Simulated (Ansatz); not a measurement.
A series of calculations on CdCl2

## 1. Relaxation

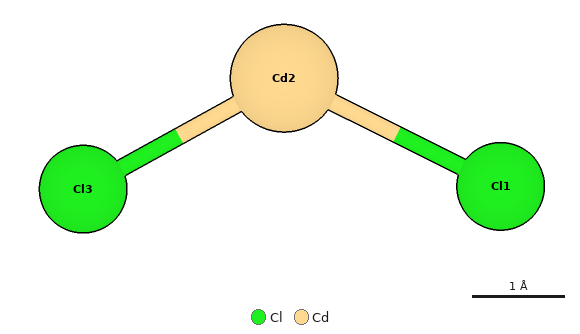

CdCl2 (coarse preliminary run), before the relaxation. Style: ball-and-stick. Shown face on.

Theory: Ansatz 0.2.0, RKS PBE-D4/def2-SVP.

The input:
```yaml
crystal:
  periodic: [false, false, false]
  atoms:
    - {symbol: Cl, position_ang: [1.782200, 1.020500, 1.077600]}
    - {symbol: Cd, position_ang: [-0.483700, 0.585600, -0.198200]}
    - {symbol: Cl, position_ang: [-1.309400, -1.670900, -0.892600]}
basis:
  gaussian: {orbitals: def2-SVP}
hamiltonian: {xc: pbe, dispersion: d4}
relax: {f_tol: 0.03, max_steps: 250}
```

> What does the optimiser find from here?

Cd2 moves most after the best rigid fit: 0.80 Å. By element the largest moves are Cd 0.80 Å, Cl 0.40 Å. Some distances before and after: Cl1–Cd2 2.636 → 2.288 Å, Cd2–Cl3 2.501 → 2.288 Å. Bond angles that change, for instance: Cl1–Cd2–Cl3 124.5° → 179.9°. The optimiser took 6 steps. The run took of the order of 12 core-seconds on a shared host.

Final geometry:

```xyz
3

Cl    1.5519    1.3319    0.9868
Cd   -0.0043   -0.0208   -0.0047
Cl   -1.5585   -1.3759   -0.9954
```

After the run, drawn alike:

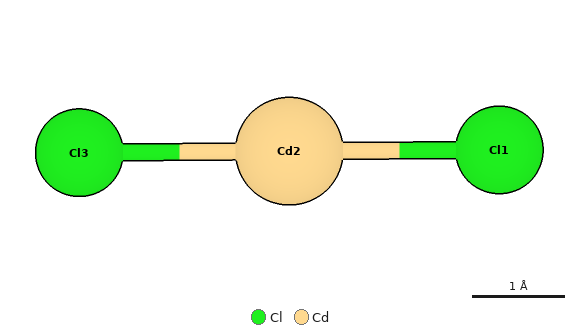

## 2. Scan

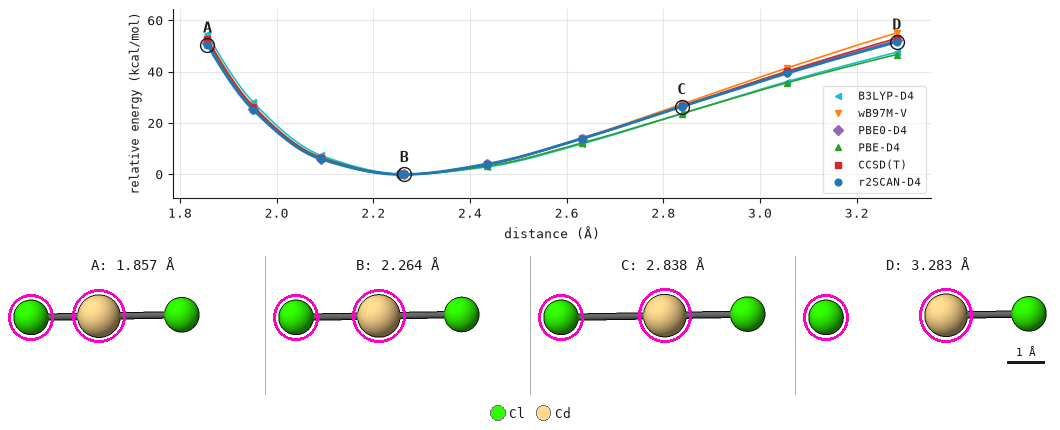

A scan of CdCl$_{2}$: one Cl–Cd bond length is varied, with the rest of the molecule carried along rigidly. The lettered frames are marked on the plot, at the values of r2SCAN-D4. Style: ball-and-stick. Shown from a free direction. The ringed atoms are those of the scanned coordinate.

Computed with Ansatz: r2SCAN-D4, CCSD(T), PBE-D4, PBE0-D4, wB97M-V, B3LYP-D4, basis def2-TZVPP, on geometries moved rigidly from the minimum at PBE0-D4/def2-TZVP. Coupled cluster with a frozen core. Elements past krypton carry the basis set's effective core potentials. Energies are counted from the PBE0-D4/def2-TZVP minimum geometry at the same level.

Describe the profile.

With r2SCAN-D4: the lowest computed point lies at the distance 2.255 Å (0.0 kcal/mol). At the ends of the scan the energy is 50.4 kcal/mol (1.857 Å) and 51.6 kcal/mol (3.283 Å). The curvature at the lowest point is about 15 eV/Å² (2.5 mdyn/Å). The well is steeper on the short side, as for any bond. At 3.283 Å the levels give PBE-D4 46.7 kcal/mol, B3LYP-D4 47.6 kcal/mol, r2SCAN-D4 51.6 kcal/mol, PBE0-D4 52.2 kcal/mol, CCSD(T) 53.0 kcal/mol, wB97M-V 55.2 kcal/mol. Closest to CCSD(T) there is PBE0-D4. At 3.283 Å the mean-field solution behind CCSD(T) isn't stable (a lower one of broken symmetry exists), so those energies are less reliable. The T1 diagnostic reaches 0.023, so the single-reference result is less sure there.

The computed points:

Energies in kcal/mol.

```
distance (Å)  r2SCAN-D4  CCSD(T)  PBE-D4  PBE0-D4  wB97M-V  B3LYP-D4
       1.857       50.4     52.7    51.7     51.0     52.7      54.5
       1.952       25.1     26.4    26.2     25.5     26.5      28.0
       2.092        6.0      6.4     6.6      6.1      6.5       7.4
       2.255        0.0      0.0     0.0      0.0      0.0       0.1
       2.264        0.0      0.0     0.0      0.0      0.0       0.0
       2.436        4.0      3.9     3.2      4.0      3.9       2.9
       2.631       13.9     13.8    12.2     13.9     14.2      11.9
       2.838       26.4     26.6    23.7     26.6     27.4      23.7
       3.056       39.4     40.2    35.7     39.9     41.5      36.2
       3.283       51.6     53.0    46.7     52.2     55.2      47.6
```

## 3. Scan

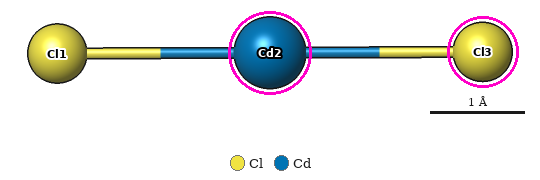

CdCl₂: the Cd2–Cl3 distance is varied, with the rest of the molecule carried along rigidly. The picture shows the minimum geometry. The ringed atoms are those of the scanned coordinate. A ball-and-stick model, seen at a tilt.

Single-point energies from Ansatz with wB97M-V in the def2-TZVPP basis, on geometries moved rigidly from the minimum at PBE0-D4/def2-TZVP. Elements past krypton carry the basis set's effective core potentials. Energies are counted from the PBE0-D4/def2-TZVP minimum geometry at the same level.

```xyz
3

Cl    1.5279    1.3290    0.9735
Cd   -0.0038   -0.0214   -0.0045
Cl   -1.5350   -1.3725   -0.9823
```

**Predict the energy profile (the distance: 1.947, 2.014, 2.111, 2.226, 2.264, 2.352, 2.488, 2.633, 2.785, 2.943 Å).**

| distance (Å) | relative energy (kcal/mol) |
| --- | --- |
| 1.947 | 27.6 |
| 2.014 | 15.4 |
| 2.111 | 5.0 |
| 2.226 | 0.3 |
| 2.264 | 0.0 |
| 2.352 | 1.1 |
| 2.488 | 6.3 |
| 2.633 | 14.3 |
| 2.785 | 23.9 |
| 2.943 | 34.2 |

Of the computed points the lowest is at the distance 2.264 Å, 0.0 kcal/mol. The end points stand at 27.6 kcal/mol (1.947 Å) and 34.2 kcal/mol (2.943 Å). The curvature at the lowest point is about 15 eV/Å² (2.5 mdyn/Å). The well is steeper on the short side, as for any bond.
